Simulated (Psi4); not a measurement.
## BF4 (charge −1): single-point calculation (part 1 of 2)

- system: BF4, charge −1, SMILES F[B-](F)(F)F
- method: OMP2/aug-cc-pVDZ, RHF (Psi4 1.11)

The geometry comes from this level: PBE0-D4/def2-TZVPD.

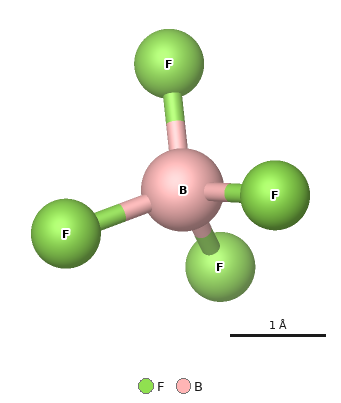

Figure 1. The input geometry (ball-and-stick view, seen at a tilt). Bond lengths as drawn: B–F 1.41 Å.

## The input (bf4.json)
```
{
 "schema_name": "qcschema_input",
 "schema_version": 1,
 "molecule": {
  "schema_name": "qcschema_molecule",
  "schema_version": 2,
  "symbols": ["F", "B", "F", "F", "F"],
  "geometry": [-0.10790336, -0.07596699, 2.65317548, 0.0, 0.0, 0.00018897, 1.79316112, -1.75933502, -0.86398278, -2.38577923, -0.60301161, -1.00098793, 0.70052147, 2.43831362, -0.78839374],
  "molecular_charge": -1,
  "molecular_multiplicity": 1,
  "fix_symmetry": "c1"
 },
 "driver": "energy",
 "model": {
  "method": "omp2",
  "basis": "aug-cc-pVDZ"
 },
 "keywords": {
  "reference": "rhf",
  "puream": true,
  "e_convergence": 1e-09,
  "d_convergence": 1e-08,
  "scf_type": "pk",
  "num_frozen_docc": 5
 }
}
```

Run as:
```bash
psi4 --qcschema bf4.json -n 1 --memory 2200MB
```

## The program's output
```
Psi4 1.11 release

   => Loading Basis Set <=

    Name: AUG-CC-PVDZ
    Role: ORBITAL
    Keyword: BASIS

         ---------------------------------------------------------
                                   SCF
                              RHF Reference
                        1 Threads,   2098 MiB Core
         ---------------------------------------------------------

  ==> Geometry <==

    Molecular point group: c1
    Full point group: C1

    Geometry (in Bohr), charge = -1, multiplicity = 1:

       Center              X                  Y                   Z               Mass
    ------------   -----------------  -----------------  -----------------  -----------------
         F           -0.107903360000    -0.075966990000     2.653192832289    18.998403162730
         B           -0.000000000000    -0.000000000000     0.000206322289    11.009305360000
         F            1.793161120000    -1.759335020000    -0.863965427711    18.998403162730
         F           -2.385779230000    -0.603011610000    -1.000970577711    18.998403162730
         F            0.700521470000     2.438313620000    -0.788376387711    18.998403162730

  Running in c1 symmetry.

  Rotational constants: A =      0.16838  B =      0.16837  C =      0.16837 [cm^-1]
  Rotational constants: A =   5047.79397  B =   5047.73294  C =   5047.51218 [MHz]
  Nuclear repulsion =  179.786669173934229

  Charge       = -1
  Multiplicity = 1
  Electrons    = 42
  Nalpha       = 21
  Nbeta        = 21

  ==> Algorithm <==

  SCF Algorithm Type is PK.
  DIIS enabled.
  MOM disabled.
  Fractional occupation disabled.
  Guess Type is SAD.
  Energy threshold   = 1.00e-09
  Density threshold  = 1.00e-08
  Integral threshold = 1.00e-12

  ==> Primary Basis <==

  Basis Set: AUG-CC-PVDZ
    Blend: AUG-CC-PVDZ
    Number of shells: 45
    Number of basis functions: 115
    Number of Cartesian functions: 125
    Spherical Harmonics?: true
    Max angular momentum: 2

  ==> Integral Setup <==

  Using in-core PK algorithm.
   Calculation information:
      Number of atoms:                   5
      Number of AO shells:              45
      Number of primitives:            125
      Number of atomic orbitals:       125
      Number of basis functions:       115

      Integral cutoff                 1.00e-12
      Number of threads:                 1

  Performing in-core PK
  Using 44495570 doubles for integral storage.
  We computed 533468 shell quartets total.
  Whereas there are 536130 unique shell quartets.

  ==> DiskJK: Disk-Based J/K Matrices <==

    J tasked:                  Yes
    K tasked:                  Yes
    wK tasked:                  No
    Memory [MiB]:             1573
    Schwarz Cutoff:          1E-12

  Minimum eigenvalue in the overlap matrix is 6.2813354101E-04.
  Reciprocal condition number of the overlap matrix is 8.9492570957E-05.
    Using symmetric orthogonalization.

  ==> Pre-Iterations <==

  SCF Guess: Superposition of Atomic Densities via on-the-fly atomic UHF (no occupation information).

   -------------------------
    Irrep   Nso     Nmo
   -------------------------
     A        115     115
   -------------------------
    Total     115     115
   -------------------------

  ==> Iterations <==

                        Total Energy        Delta E     RMS |[F,P]|

   @RHF iter SAD:  -421.26322061103127   -4.21263e+02   0.00000e+00
   @RHF iter   1:  -422.66303430478592   -1.39981e+00   5.21521e-03 ADIIS/DIIS
   @RHF iter   2:  -422.74516976240335   -8.21355e-02   3.15418e-03 ADIIS/DIIS
   @RHF iter   3:  -422.78230241931169   -3.71327e-02   1.75209e-04 ADIIS/DIIS
   @RHF iter   4:  -422.78266753508387   -3.65116e-04   3.38885e-05 DIIS
   @RHF iter   5:  -422.78267836716918   -1.08321e-05   8.92512e-06 DIIS
   @RHF iter   6:  -422.78267932303407   -9.55865e-07   1.61210e-06 DIIS
   @RHF iter   7:  -422.78267935198522   -2.89511e-08   1.77303e-07 DIIS
   @RHF iter   8:  -422.78267935232731   -3.42084e-10   3.90732e-08 DIIS
   @RHF iter   9:  -422.78267935233617   -8.86757e-12   1.55808e-08 DIIS
   @RHF iter  10:  -422.78267935233617    0.00000e+00   1.33747e-09 DIIS
  Energy and wave function converged.

  ==> Post-Iterations <==

    Orbital Energies [Eh]
    ---------------------

    Doubly Occupied:

       1A    -26.063010     2A    -26.062956     3A    -26.062953
       4A    -26.062937     5A     -7.529422     6A     -1.407713
       7A     -1.347239     8A     -1.347168     9A     -1.347158
      10A     -0.599393    11A     -0.525750    12A     -0.525725
      13A     -0.525722    14A     -0.443115    15A     -0.443112
      16A     -0.405495    17A     -0.405466    18A     -0.405463
      19A     -0.380631    20A     -0.380630    21A     -0.380605

    Virtual:

      22A      0.183558    23A      0.183559    24A      0.183560
      25A      0.211256    26A      0.357071    27A      0.357079
      28A      0.357080    29A      0.395652    30A      0.395654
      31A      0.449210    32A      0.449211    33A      0.449212
      34A      0.477316    35A      0.522857    36A      0.522857
      37A      0.522863    38A      0.523397    39A      0.560755
      40A      0.560762    41A      0.560788    42A      0.725134
      43A      0.725143    44A      0.725164    45A      0.762923
      46A      0.762932    47A      0.817280    48A      0.817281
      49A      0.817301    50A      0.840075    51A      0.914452
      52A      0.914463    53A      0.914508    54A      1.209959
      55A      1.359081    56A      1.359081    57A      1.511822
      58A      1.511833    59A      1.511890    60A      1.649563
      61A      1.649569    62A      1.649579    63A      1.728232
      64A      1.728246    65A      1.733147    66A      1.733161
      67A      1.733169    68A      1.827246    69A      1.827246
      70A      1.827267    71A      1.935998    72A      1.936012
      73A      1.960157    74A      1.960172    75A      1.960181
      76A      2.064581    77A      2.064590    78A      2.064593
      79A      2.075811    80A      2.214528    81A      2.214549
      82A      2.214578    83A      2.440334    84A      2.440363
      85A      2.440455    86A      2.561442    87A      2.561443
      88A      2.561452    89A      2.683809    90A      2.896060
      91A      2.896066    92A      3.348389    93A      3.348443
      94A      3.348639    95A      4.116703    96A      5.143477
      97A      5.143488    98A      5.151246    99A      5.151249
     100A      5.151267   101A      5.155534   102A      5.155536
     103A      5.155540   104A      5.229658   105A      5.229666
     106A      5.257589   107A      5.257601   108A      5.257611
     109A      5.282413   110A      5.431499   111A      5.431511
     112A      5.431528   113A      5.439511   114A      5.439554
     115A      5.439559

    Final Occupation by Irrep:
              A
    DOCC [    21 ]
    NA   [    21 ]
    NB   [    21 ]

  @RHF Final Energy:  -422.78267935233617

   => Energetics <=

    Nuclear Repulsion Energy =            179.7866691739342286
    One-Electron Energy =                -959.8353711247114006
    Two-Electron Energy =                 357.2660225984409976
    Total Energy =                       -422.7826793523361744

Computation Completed

Properties will be evaluated at   0.000000,   0.000000,   0.000000 [a0]

Properties computed using the SCF density matrix

 Multipole Moments:

 ------------------------------------------------------------------------------------
     Multipole            Electronic (a.u.)      Nuclear  (a.u.)        Total (a.u.)
 ------------------------------------------------------------------------------------

 L = 1.  Multiply by 2.5417464519 to convert [e a0] to [Debye]
 Dipole X            :          0.0000234           -0.0000000            0.0000234
 Dipole Y            :         -0.0000468           -0.0000000           -0.0000468
 Dipole Z            :          0.0005969           -0.0000444            0.0005525
 Magnitude           :                                                    0.0005549

 ------------------------------------------------------------------------------------

	total time  =          3 seconds =       0.05 minutes
  Constructing Basis Sets for DFOCC...

   => Loading Basis Set <=

    Name: (AUG-CC-PVDZ AUX)
    Role: JKFIT
    Keyword: DF_BASIS_SCF

   => Loading Basis Set <=

    Name: (AUG-CC-PVDZ AUX)
    Role: RIFIT
    Keyword: DF_BASIS_CC

  Module DFOCC Options:
  ----------------------------------------------------------------------------
  ACTIVE                        => (empty)
  BASIS_RELATIVISTIC            => (empty)
  BENCH                         => (empty)
  CC_DIIS_MAX_VECS              => (empty)
  CC_DIIS_MIN_VECS              => (empty)
  CC_LAMBDA                     => (empty)
  CC_MAXITER                    => (empty)
  CC_TYPE                       => (empty)
  CHOLESKY                      => FALSE           !
  CHOLESKY_TOLERANCE            => (empty)
  CI_TYPE                       => (empty)
  COMPUT_S2                     => (empty)
  CUBEPROP_BASIS_FUNCTIONS      => (empty)
  CUBEPROP_FILEPATH             => (empty)
  CUBEPROP_ISOCONTOUR_THRESHOLD => (empty)
  CUBEPROP_ORBITALS             => (empty)
  CUBEPROP_TASKS                => (empty)
  CUBIC_BASIS_TOLERANCE         => (empty)
  CUBIC_BLOCK_MAX_POINTS        => (empty)
  CUBIC_GRID_OVERAGE            => (empty)
  CUBIC_GRID_SPACING            => (empty)
  CUTOFF                        => (empty)
  DDX                           => (empty)
  DEBUG                         => (empty)
  DERTYPE                       => (empty)
  DF_BASIS_CC                   => (empty)
  DIE_IF_NOT_CONVERGED          => (empty)
  DKH_ORDER                     => (empty)
  DOCC                          => (empty)
  DO_DIIS                       => (empty)
  DO_LEVEL_SHIFT                => (empty)
  DO_SCS                        => FALSE           !
  DO_SOS                        => FALSE           !
  E3_SCALE                      => (empty)
  EKT_IP                        => (empty)
  EXTERNAL_POTENTIAL_SYMMETRY   => (empty)
  E_CONVERGENCE                 => 1e-09           !
  FREEZE_CORE                   => (empty)
  FREEZE_CORE_POLICY            => (empty)
  FROZEN_DOCC                   => (empty)
  FROZEN_UOCC                   => (empty)
  HESS_TYPE                     => (empty)
  INTEGRAL_CUTOFF               => (empty)
  INTEGRAL_PACKAGE              => (empty)
  LEVEL_SHIFT                   => (empty)
  LINEQ_SOLVER                  => (empty)
  LITERAL_CFOUR                 => (empty)
  LS_THC_BASIS_TOLERANCE        => (empty)
  LS_THC_DF                     => (empty)
```
